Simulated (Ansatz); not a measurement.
## Ti₆HO₁₂F: geometry relaxation (part 4 of 4)

Continued. System: Ti₆HO₁₂F (slab, 20 atoms in the cell). Method: DFT r2SCAN-D3(BJ), scalar-relativistic, plane waves, PAW, PAW set soft_1, no spin polarisation (Ansatz 0.2.0); cutoff 500 eV, 2×2×1 k-mesh, Gaussian smearing of 0.05 eV. The structure derives from an entry of the Crystallography Open Database. The input holds or restrains some coordinates. Forces given for the steps count only the free coordinates. It belongs to a series of runs on one base structure; here: end point B relaxed.

Geometry of the input (Å; fractional positions):
```
5.4621  0.0000  0.0000
1.6013  5.2221  0.0000
0.0000  0.0000  18.7065
Ti 0.0000  0.0000  0.0535
Ti 0.3867  0.3867  0.1119
O  0.1667  0.1667  0.1247
O  0.0817  0.6916  0.1119
O  0.6066  0.6066  0.0991
O  0.6916  0.0817  0.1119
Ti 0.7733  0.7733  0.1703
Ti 0.1600  0.1600  0.2288
O  0.9400  0.9400  0.2416
O  0.8550  0.4649  0.2288
O  0.3799  0.3799  0.2159
O  0.4649  0.8550  0.2288
Ti 0.5466  0.5466  0.2872
Ti 0.9333  0.9333  0.3457
O  0.7133  0.7133  0.3585
O  0.6283  0.2382  0.3457
O  0.1532  0.1532  0.3328
O  0.2382  0.6283  0.3457
F  0.9049  0.1082  0.4542
H  1.3682  -0.1684  0.3500
```

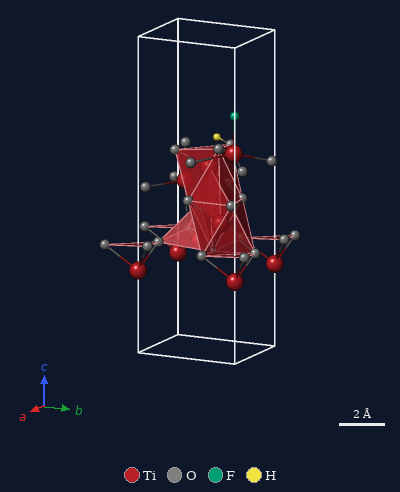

Fig. 1: The geometry at step 21 of the log (polyhedral view of the cell of the calculation, with the vacuum cut short, seen slightly off an axis; polyhedra are completed across the faces of the cell).

### Trajectory as extended XYZ, continued
```
20
Lattice="5.4621 0.0000 0.0000 1.6013 5.2221 0.0000 0.0000 0.0000 18.7065" Properties=species:S:1:pos:R:3:forces:R:3 step=16 energy=-22695.99808
Ti    0.0000    0.0000    1.0000   -0.8713  -0.6334   9.5054
Ti    2.7310    2.0191    2.0932    2.2636   1.6787   3.9948
O     1.1774    0.8705    2.3336   -2.2950  -1.6976  -4.8792
O     1.5536    3.6117    2.0932    0.1655   2.0999  -3.8668
O     4.2847    3.1678    1.8529   -1.2353  -0.9103  -0.8264
O     3.9085    0.4266    2.0932    2.0642  -0.4690  -3.8578
Ti    5.3223    3.9321    3.3351   -0.0102  -0.0051   0.0505
Ti    1.0486    0.7525    4.5276   -0.0275  -0.0161  -0.0426
O     6.6096    4.8713    4.4524    0.0420   0.0239  -0.0531
O     5.4019    2.3899    4.2918    0.0493  -0.0140  -0.0200
O     2.7028    1.9982    3.8387   -0.0401   0.0105  -0.0388
O     3.8796    4.4663    4.3005   -0.0247  -0.0124   0.0009
Ti    3.9171    2.8428    5.6409   -0.0248   0.0370   0.0757
Ti    6.4387    4.9524    6.7221    0.0338  -0.0090   0.1258
O     5.0609    3.6928    6.6733    0.0420   0.0352  -0.0016
O     3.8242    1.2193    6.3995    0.0228  -0.0342  -0.0176
O     1.0019    0.7600    6.2510    0.0003  -0.0344   0.0408
O     2.2557    3.3551    6.5070   -0.1400  -0.4615   0.5593
F     5.0650   -0.2281    8.4878   -0.0168   0.0318  -0.0503
H     5.9208   -2.5375    7.2001    0.0018   0.3793  -0.6965
20
Lattice="5.4621 0.0000 0.0000 1.6013 5.2221 0.0000 0.0000 0.0000 18.7065" Properties=species:S:1:pos:R:3:forces:R:3 step=17 energy=-22696.04757
Ti    0.0000    0.0000    1.0000   -0.8861  -0.6492   9.5393
Ti    2.7310    2.0191    2.0932    2.2589   1.6991   4.0021
O     1.1774    0.8705    2.3336   -2.3101  -1.7192  -4.8869
O     1.5536    3.6117    2.0932    0.1505   2.1333  -3.8985
O     4.2847    3.1678    1.8529   -1.2236  -0.9094  -0.8262
O     3.9085    0.4266    2.0932    2.0735  -0.4771  -3.8550
Ti    5.3223    3.9309    3.3394    0.0078  -0.0160   0.0548
Ti    1.0502    0.7503    4.5277   -0.0455  -0.0270  -0.0485
O     6.6134    4.8739    4.4459   -0.0096   0.0376  -0.0834
O     5.4091    2.3904    4.2974   -0.0003   0.0099  -0.0113
O     2.6948    2.0055    3.8370    0.0286  -0.0516  -0.0327
O     3.8768    4.4619    4.3018    0.0339   0.0000  -0.0038
Ti    3.9208    2.8462    5.6538   -0.0519   0.0562   0.1366
Ti    6.4464    4.9529    6.7360    0.0556  -0.0471   0.1768
O     5.0670    3.6979    6.6833    0.0002  -0.0087  -0.0331
O     3.8327    1.2168    6.3984   -0.0058   0.0347  -0.0745
O     1.0103    0.7499    6.2544    0.0358   0.0241   0.0515
O     2.2491    3.3509    6.5038   -0.2390  -0.7316   0.5373
F     5.0627   -0.2083    8.4991   -0.0185   0.0432  -0.0432
H     5.8107   -2.6271    7.0681    0.1444   0.5973  -0.6983
20
Lattice="5.4621 0.0000 0.0000 1.6013 5.2221 0.0000 0.0000 0.0000 18.7065" Properties=species:S:1:pos:R:3:forces:R:3 step=18 energy=-22696.09231
Ti    0.0000    0.0000    1.0000   -0.9368  -0.6779   9.6132
Ti    2.7310    2.0191    2.0932    2.2850   1.6933   4.0838
O     1.1774    0.8705    2.3336   -2.3051  -1.7065  -4.8456
O     1.5536    3.6117    2.0932    0.1337   2.1503  -3.9104
O     4.2847    3.1678    1.8529   -1.2120  -0.9144  -0.8337
O     3.9085    0.4266    2.0932    2.0978  -0.5066  -3.9003
Ti    5.3154    3.9255    3.3495    0.0427   0.0117  -0.0183
Ti    1.0418    0.7465    4.5318   -0.0167  -0.0346  -0.0780
O     6.6061    4.8831    4.4268   -0.0121   0.0456  -0.0376
O     5.4142    2.3921    4.3151   -0.0182   0.0141  -0.0330
O     2.7054    2.0054    3.8384   -0.0599  -0.1078  -0.1361
O     3.8701    4.4574    4.3055    0.0260   0.0326  -0.0231
Ti    3.9019    2.8413    5.6633   -0.0529   0.0464   0.0407
Ti    6.4346    4.9377    6.7476    0.0036  -0.0408  -0.0312
O     5.0365    3.6978    6.7004    0.0243   0.0678   0.0049
O     3.8312    1.2082    6.3932    0.0178  -0.0446  -0.0327
O     1.0072    0.7237    6.2621   -0.0023   0.0139   0.0666
O     2.1882    3.3117    6.4391   -0.1463  -0.4660   0.4572
F     5.0598   -0.2231    8.5006    0.0064   0.0468   0.1002
H     5.6902   -2.6903    6.9216    0.1234   0.3752  -0.4805
20
Lattice="5.4621 0.0000 0.0000 1.6013 5.2221 0.0000 0.0000 0.0000 18.7065" Properties=species:S:1:pos:R:3:forces:R:3 step=19 energy=-22696.12752
Ti    0.0000    0.0000    1.0000   -0.9448  -0.6772   9.6284
Ti    2.7310    2.0191    2.0932    2.2717   1.6502   3.9500
O     1.1774    0.8705    2.3336   -2.3883  -1.7493  -4.9098
O     1.5536    3.6117    2.0932    0.1369   2.1653  -3.9044
O     4.2847    3.1678    1.8529   -1.2214  -0.9098  -0.8664
O     3.9085    0.4266    2.0932    2.1361  -0.5132  -3.9746
Ti    5.3135    3.9300    3.3479   -0.0195   0.0022   0.0002
Ti    1.0301    0.7470    4.5280   -0.0235  -0.0765  -0.0972
O     6.5952    4.8973    4.4154    0.0788  -0.0304  -0.0143
O     5.4092    2.3987    4.3134    0.0485  -0.0374   0.0559
O     2.7003    1.9824    3.8303   -0.0095   0.1013   0.0726
O     3.8694    4.4659    4.3014   -0.0591  -0.0534   0.0379
Ti    3.8955    2.8496    5.6734   -0.0054   0.0239   0.1568
Ti    6.4376    4.9341    6.7662    0.0042  -0.0211   0.1386
O     5.0279    3.7102    6.7158   -0.0240  -0.0273  -0.1013
O     3.8421    1.2034    6.3822    0.0088   0.0767  -0.0748
O     1.0038    0.7199    6.2648    0.0749   0.0747   0.0152
O     2.1841    3.2989    6.4595   -0.3277  -0.5893   0.2116
F     5.0542   -0.1925    8.5206   -0.0149   0.0386  -0.0298
H     5.5969   -2.7535    6.7654    0.2767   0.5510  -0.2911
20
Lattice="5.4621 0.0000 0.0000 1.6013 5.2221 0.0000 0.0000 0.0000 18.7065" Properties=species:S:1:pos:R:3:forces:R:3 step=20 energy=-22696.12215 accepted=F
Ti    0.0000    0.0000    1.0000   -1.0058  -0.7259   9.7443
Ti    2.7310    2.0191    2.0932    2.1925   1.6030   3.9934
O     1.1774    0.8705    2.3336   -2.4642  -1.8178  -4.9065
O     1.5536    3.6117    2.0932    0.0950   2.2543  -3.9627
O     4.2847    3.1678    1.8529   -1.0771  -0.8104  -0.7718
O     3.9085    0.4266    2.0932    2.2014  -0.5764  -4.0048
Ti    5.3059    3.9225    3.3597    0.1159   0.0575  -0.0309
Ti    1.0373    0.7510    4.5317    0.0433  -0.0285  -0.4253
O     6.6231    4.9150    4.3887   -0.0374  -0.0423   0.0538
O     5.4359    2.4173    4.3497   -0.0636   0.0427   0.1488
O     2.6903    1.9829    3.8195    0.0784   0.0815   0.0927
O     3.8834    4.4630    4.3351   -0.0084  -0.0331   0.0641
Ti    3.9603    2.9227    5.7798   -0.1981  -0.1470  -0.4623
Ti    6.5218    5.0031    6.8502   -0.0556   0.0941  -0.1772
O     5.1001    3.7828    6.7763    0.0048   0.0081   0.1980
O     3.9184    1.2534    6.4214    0.0278  -0.0260   0.0559
O     1.0554    0.7509    6.2750    0.0331  -0.0221   0.1819
O     2.2089    3.3306    6.4951    0.0411   0.1866   0.0350
F     5.1455   -0.0962    8.5926   -0.0024   0.0313   0.1613
H     5.5431   -2.6945    6.6624    0.0796  -0.1296   0.0138
20
Lattice="5.4621 0.0000 0.0000 1.6013 5.2221 0.0000 0.0000 0.0000 18.7065" Properties=species:S:1:pos:R:3:forces:R:3 step=21 energy=-22696.14208
Ti    0.0000    0.0000    1.0000   -0.9882  -0.7066   9.6113
Ti    2.7310    2.0191    2.0932    2.2658   1.6731   4.0342
O     1.1774    0.8705    2.3336   -2.3685  -1.7535  -4.8827
O     1.5536    3.6117    2.0932    0.1275   2.1794  -3.9500
O     4.2847    3.1678    1.8529   -1.1849  -0.8973  -0.8396
O     3.9085    0.4266    2.0932    2.1313  -0.5195  -3.9467
Ti    5.3131    3.9219    3.3510    0.0320  -0.0917   0.0333
Ti    1.0323    0.7342    4.5124   -0.0260   0.0512   0.2368
O     6.6101    4.8884    4.4036   -0.0606  -0.0155  -0.0158
O     5.4183    2.3962    4.3276   -0.0045   0.0570  -0.0611
O     2.6931    1.9972    3.8314    0.0352  -0.0229  -0.0460
O     3.8688    4.4533    4.3090    0.0359   0.0291  -0.0437
Ti    3.9004    2.8649    5.6913   -0.0239   0.1005   0.0336
Ti    6.4513    4.9535    6.7900    0.0644  -0.0616   0.0189
O     5.0340    3.7259    6.7244    0.1047   0.0791  -0.0103
O     3.8550    1.2147    6.3755    0.0630  -0.1621   0.0322
O     1.0231    0.7253    6.2639   -0.0995  -0.0212  -0.1557
O     2.1837    3.2998    6.4687   -0.0989   0.0425   0.0330
F     5.0548   -0.1514    8.5430   -0.0120   0.0230  -0.0537
H     5.5700   -2.7455    6.6992    0.0073   0.0170  -0.0282
20
Lattice="5.4621 0.0000 0.0000 1.6013 5.2221 0.0000 0.0000 0.0000 18.7065" Properties=species:S:1:pos:R:3:forces:R:3 step=22 energy=-22696.13942 accepted=F
Ti    0.0000    0.0000    1.0000   -0.9955  -0.7067   9.6418
Ti    2.7310    2.0191    2.0932    2.2856   1.6760   4.0055
O     1.1774    0.8705    2.3336   -2.3813  -1.7558  -4.8852
O     1.5536    3.6117    2.0932    0.1215   2.1908  -3.9543
O     4.2847    3.1678    1.8529   -1.1822  -0.8996  -0.8539
O     3.9085    0.4266    2.0932    2.1505  -0.5280  -3.9624
Ti    5.3141    3.9215    3.3536    0.0200  -0.0264  -0.0494
Ti    1.0242    0.7460    4.5155    0.0225  -0.0468  -0.0274
O     6.6097    4.8879    4.4035    0.0053   0.0395   0.0125
O     5.4203    2.4001    4.3263   -0.0366   0.0299   0.0495
O     2.6957    1.9974    3.8293    0.0034   0.0033   0.0280
O     3.8676    4.4581    4.3035   -0.0168   0.0298   0.0209
Ti    3.8883    2.8944    5.7017    0.1401  -0.1335  -0.0085
Ti    6.4644    4.9645    6.7980   -0.1672   0.1124  -0.1360
O     5.0345    3.7564    6.7198   -0.0040  -0.0195   0.0057
O     3.8762    1.2319    6.3764    0.0420   0.0250  -0.0783
O     1.0306    0.7178    6.2610   -0.0176   0.0129   0.0325
O     2.1743    3.2994    6.4915   -0.0367   0.0101   0.0766
F     5.0155   -0.0776    8.5450    0.0782  -0.0577   0.1306
H     5.5785   -2.7549    6.7259   -0.0311   0.0445  -0.0470
20
Lattice="5.4621 0.0000 0.0000 1.6013 5.2221 0.0000 0.0000 0.0000 18.7065" Properties=species:S:1:pos:R:3:forces:R:3 step=23 energy=-22696.14543
Ti    0.0000    0.0000    1.0000   -0.9977  -0.7075   9.6291
Ti    2.7310    2.0191    2.0932    2.2788   1.6750   4.0425
O     1.1774    0.8705    2.3336   -2.3785  -1.7405  -4.8786
O     1.5536    3.6117    2.0932    0.1194   2.1943  -3.9516
O     4.2847    3.1678    1.8529   -1.1732  -0.8898  -0.8503
O     3.9085    0.4266    2.0932    2.1502  -0.5159  -3.9814
Ti    5.3130    3.9232    3.3509   -0.0148   0.0354  -0.0027
Ti    1.0258    0.7460    4.5133    0.0359  -0.0302   0.0048
O     6.6071    4.8978    4.3984    0.0011   0.0070  -0.0053
O     5.4191    2.4092    4.3327    0.0051  -0.0334   0.0076
O     2.6982    1.9991    3.8298   -0.0143  -0.0029  -0.0338
O     3.8706    4.4638    4.3095    0.0070   0.0003  -0.0102
Ti    3.9051    2.8894    5.7044   -0.0360   0.0464   0.0480
Ti    6.4634    4.9734    6.7971    0.0176  -0.0519   0.0686
O     5.0469    3.7514    6.7279   -0.0872  -0.0561  -0.0255
O     3.8722    1.2286    6.3749   -0.0578   0.0802  -0.0204
O     1.0199    0.7382    6.2585    0.0525   0.0183  -0.0143
O     2.1786    3.3189    6.4792    0.1164   0.0163  -0.0558
F     5.0629   -0.1139    8.5479   -0.0028   0.0094   0.0047
H     5.5532   -2.7256    6.6773   -0.0217  -0.0547   0.0243
20
Lattice="5.4621 0.0000 0.0000 1.6013 5.2221 0.0000 0.0000 0.0000 18.7065" Properties=species:S:1:pos:R:3:forces:R:3 step=24 energy=-22696.14522 accepted=F
Ti    0.0000    0.0000    1.0000   -0.9879  -0.6991   9.6426
Ti    2.7310    2.0191    2.0932    2.2758   1.6703   4.0241
O     1.1774    0.8705    2.3336   -2.3787  -1.7446  -4.8847
O     1.5536    3.6117    2.0932    0.1203   2.1928  -3.9499
O     4.2847    3.1678    1.8529   -1.1780  -0.8892  -0.8507
O     3.9085    0.4266    2.0932    2.1505  -0.5172  -3.9843
Ti    5.3137    3.9238    3.3511   -0.0125   0.0137   0.0198
Ti    1.0292    0.7444    4.5190    0.0013  -0.0076  -0.0660
O     6.6080    4.8988    4.3982   -0.0044  -0.0135   0.0108
O     5.4196    2.4080    4.3307    0.0064  -0.0228   0.0185
O     2.6985    1.9977    3.8295   -0.0112   0.0067  -0.0008
O     3.8710    4.4635    4.3107    0.0122  -0.0155  -0.0056
Ti    3.9002    2.8831    5.7025    0.0860  -0.0127  -0.0391
Ti    6.4584    4.9627    6.7982   -0.0186   0.0745  -0.0037
O     5.0404    3.7425    6.7299   -0.0019  -0.0087  -0.0042
O     3.8664    1.2208    6.3714   -0.0130   0.0529  -0.0024
O     1.0212    0.7394    6.2620   -0.0177  -0.0094   0.0349
O     2.1811    3.3207    6.4697    0.0115  -0.0080   0.0033
F     5.0567   -0.1236    8.5487    0.0021   0.0059   0.0003
H     5.5570   -2.7256    6.6654   -0.0420  -0.0684   0.0370
20
Lattice="5.4621 0.0000 0.0000 1.6013 5.2221 0.0000 0.0000 0.0000 18.7065" Properties=species:S:1:pos:R:3:forces:R:3 step=25 energy=-22696.14638
Ti    0.0000    0.0000    1.0000   -0.9956  -0.7054   9.6361
Ti    2.7310    2.0191    2.0932    2.2770   1.6738   4.0187
O     1.1774    0.8705    2.3336   -2.3837  -1.7472  -4.8847
O     1.5536    3.6117    2.0932    0.1187   2.1980  -3.9530
O     4.2847    3.1678    1.8529   -1.1710  -0.8876  -0.8496
O     3.9085    0.4266    2.0932    2.1529  -0.5200  -3.9807
Ti    5.3136    3.9234    3.3513    0.0111  -0.0004  -0.0056
Ti    1.0278    0.7445    4.5146    0.0045  -0.0006  -0.0089
O     6.6075    4.8980    4.3988    0.0013   0.0001   0.0031
O     5.4199    2.4076    4.3324   -0.0013  -0.0009   0.0015
O     2.6973    1.9987    3.8288   -0.0041   0.0021  -0.0063
O     3.8716    4.4637    4.3086   -0.0056  -0.0004   0.0005
Ti    3.9034    2.8911    5.7040   -0.0076  -0.0006   0.0014
Ti    6.4618    4.9726    6.8003   -0.0092   0.0052  -0.0092
O     5.0428    3.7512    6.7293    0.0044   0.0065   0.0099
O     3.8698    1.2311    6.3749    0.0038  -0.0175   0.0061
O     1.0227    0.7378    6.2594    0.0001  -0.0054   0.0163
O     2.1806    3.3181    6.4781    0.0046   0.0058  -0.0027
F     5.0610   -0.1106    8.5504   -0.0019   0.0017   0.0035
H     5.5575   -2.7283    6.6807    0.0015  -0.0072   0.0039
```

### Key numbers

| quantity | value |
| --- | --- |
| outcome | converged under the restraints of the input |
| electrons treated | 152 |
| free energy | −22696.1464 eV |
| Fermi energy | −0.151 eV |
| final volume | 533.58 Å³ |
| largest force (length of the vector) at the end, held atoms and coordinates included | 9.713 eV/Å |
| hardware | 4 threads of Arm Neoverse V1, 24 GiB of memory available, shared host |
| wall time | 8.5 min (CPU time 33 min) |
| peak memory | 2.1 GiB |

### Notes

Notes on the run: the dispersion correction has no parameters fitted for this combination and takes those fitted for r2SCAN with other terms. The k-point mesh is coarse for a cell of this size, so the results may not be converged.
